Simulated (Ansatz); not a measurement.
**InF3 (SMILES [F][In]([F])[F]): r2SCAN/def2-SVPD (core potential)**

Aim: the electronic atomisation energy of InF3 at r2SCAN/def2-SVPD (core potential), from 3 runs. 

The calculation is run with Ansatz 0.2.0.

27 further runs of the same task are left out: 27 set aside as unsound or not needed. Runs told in other sessions of the task aren't counted.

**1. The system as given**

The species is InF3 (4 atoms), meant as a singlet with charge 0. As SMILES, `[F][In]([F])[F]`. The shape is that of a PBE0-D4/def2-TZVP optimisation.

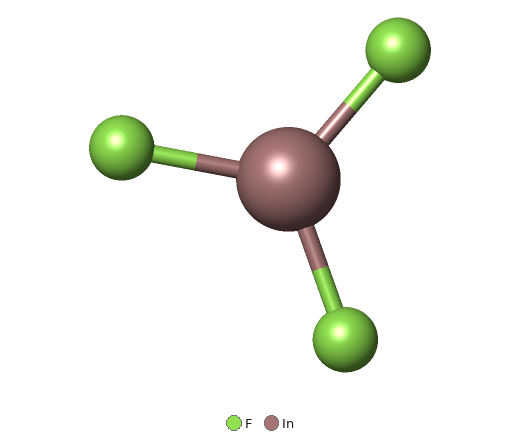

Viewed from a chosen angle; fluorine green, indium brown.

**2. The energy at r2SCAN/def2-SVPD (core potential)**

Contents of job.yaml:

```yaml
crystal:
  periodic: [false, false, false]
  atoms:
    - {symbol: F, position_ang: [-1.305700, -0.375500, 1.339800]}
    - {symbol: In, position_ang: [0.013900, -0.015100, -0.005100]}
    - {symbol: F, position_ang: [1.768100, -0.777100, 0.143700]}
    - {symbol: F, position_ang: [-0.421000, 1.107400, -1.498700]}
basis:
  gaussian:
    orbitals: def2-SVPD
hamiltonian:
  xc: {name: r2SCAN}
accuracy: high
output:
  orbitals: {seedname: orbitals}
```

The run is started by

```console
ansatz run job.yaml --threads 1 --pin off --max-ram 2610MiB --events-out events.jsonl --progress --plain --runs-dir runs
```

Output:

```text
Warning: RAYON_NUM_THREADS=1 ignored (pool sized by the plan → 1); use --threads N
Functional definition: r2SCAN
  name "r2SCAN"
  parameter k0 = 0.174
  parameter k1 = 0.065
  parameter a1 = 4.9479
  exchange = r2scan_x(k0 = k0, k1 = k1, a1 = a1)
  correlation = r2scan_c
2116 factors; integrals over basis functions are off by at most 1.3e-8 eV
mean field evaluation 1: about -13310.5301 eV, gradient 7.0e1 eV
mean field evaluation 2: about -13262.6247 eV, gradient 1.8e2 eV
mean field evaluation 4: about -13318.9296 eV, gradient 1.4e0 eV
mean field evaluation 8: about -13318.9442 eV, gradient 6.0e-2 eV
mean field evaluation 16: about -13318.9442 eV, gradient 3.8e-7 eV
mean field -13318.94417690 eV, -489.4621705965 hartree, gradient 8.5e-8 eV, S^2 0.000000; 0 other end points of the search recorded, 0 dependent functions left out
reference -13318.94417828 eV, -489.4621706470 hartree; 24, 24 occupied and 77, 77 virtual orbitals, 2116 factors
Total energy: -13318.94417828 eV, -489.4621706470 hartree
```

It took 13 s on 1 thread of Arm Neoverse V1, shared host; peak memory 0.32 GiB.

**3. The F atom, same level**

Contents of molecule.yaml:

```yaml
crystal:
  periodic: [false, false, false]
  atoms:
    - {symbol: F, position_ang: [0.000000, 0.000000, 0.000000]}
basis:
  gaussian:
    orbitals: def2-SVPD
magnetization:
  spin_polarized: true
  initial_magnetization: 1
hamiltonian:
  xc: r2scan
accuracy: high
```

Run the same way, it converges to -99.60884 Eh (log not shown).

**4. The In atom, same level**

Contents of run.yaml:

```yaml
crystal:
  periodic: [false, false, false]
  atoms:
    - symbol: In
      position_ang: [0.000000, 0.000000, 0.000000]
basis:
  gaussian:
    orbitals: def2-SVPD
magnetization:
  spin_polarized: true
  initial_magnetization: 1
hamiltonian:
  xc: r2scan
accuracy: high
```

The run is started by

```console
ansatz run run.yaml --threads 1 --pin off --max-ram 2610MiB --events-out events.jsonl --progress --plain --runs-dir runs
```

Output, shortened:

```text
Warning: RAYON_NUM_THREADS=1 ignored (pool sized by the plan → 1); use --threads N
[... 7 set-up lines as earlier in the session ...]
297 factors; integrals over basis functions are off by at most 1.1e-9 eV
mean field evaluation 1: about -5174.9273 eV, gradient 2.1e0 eV
mean field evaluation 2: about -5174.9733 eV, gradient 4.9e-1 eV
mean field evaluation 4: about -5174.9730 eV, gradient 5.0e-1 eV
mean field evaluation 8: about -5174.9746 eV, gradient 4.7e-3 eV
mean field evaluation 16: about -5174.9746 eV, gradient 1.1e-6 eV
mean field evaluation 32: about -5174.8773 eV, gradient 2.5e0 eV
mean field evaluation 64: about -5174.9746 eV, gradient 2.2e-5 eV
mean field evaluation 96: about -5174.9797 eV, gradient 5.8e-2 eV
mean field -5174.97459970 eV, -190.1768088151 hartree, gradient 2.8e-8 eV, S^2 0.755259; 5 other end points of the search recorded, 0 dependent functions left out
reference -5174.97460474 eV, -190.1768090004 hartree; 11, 10 occupied and 21, 22 virtual orbitals, 297 factors
Total energy: -5174.97460474 eV, -190.1768090004 hartree
```

Wall time 17 s (1 thread of Arm Neoverse V1, shared host); peak memory 0.19 GiB.

**5. Outcome**

At r2SCAN/def2-SVPD (core potential):

| quantity | value |
| --- | --- |
| molecule: total energy | -489.46217 Eh |
| molecule: HOMO energy | -9.82 eV |
| molecule: LUMO energy | -4.27 eV |
| molecule: HOMO–LUMO gap | 5.55 eV |
| F atom: total energy | -99.60884 Eh |
| F atom: ⟨S²⟩ | 0.752 |
| In atom: total energy | -190.17681 Eh |
| In atom: ⟨S²⟩ | 0.755 |
| electronic atomisation energy | 12.486 eV |

What this shows: Taking the molecule apart into free atoms costs 12.49 eV (288 kcal/mol), before zero-point energy and without spin-orbit coupling.
